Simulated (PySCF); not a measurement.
```xyz
8
charge 0, multiplicity 1
Si   -0.5902   -0.0561    1.0545
Si    0.4611    0.1509   -1.0381
Cl    2.0965   -1.1063   -1.1123
H    -0.4454   -0.2313   -2.1502
H     0.9489    1.5330   -1.2743
H    -1.9835   -0.5440    0.8764
H    -0.6309    1.2652    1.7359
H     0.1654   -1.0201    1.8945
```

Work out the structure from the coordinates.

It has 8 atoms: 1 chlorine, 5 hydrogen and 2 silicon (ClH5Si2). Coordination: 2 Si tetrahedral.

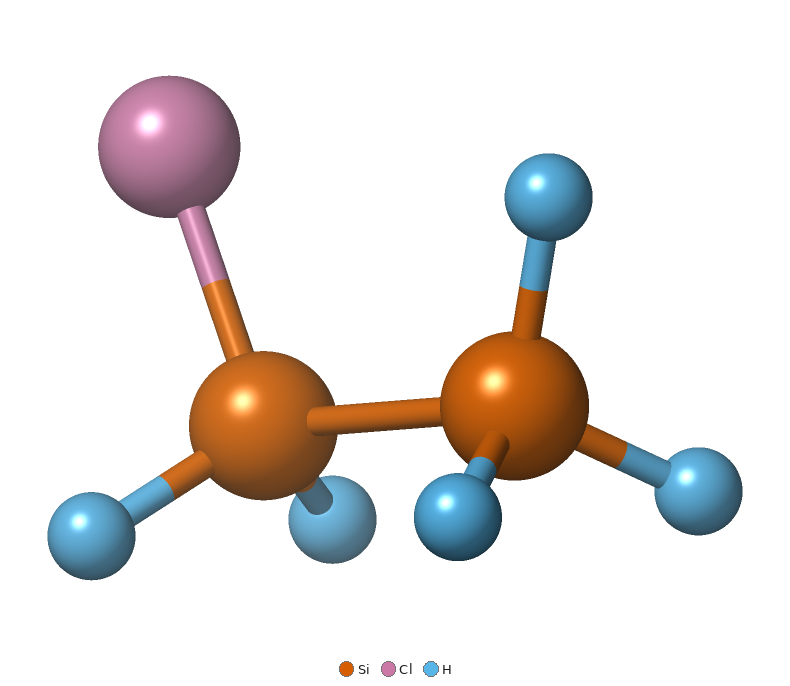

Simulated data, not a measurement (program: PySCF).
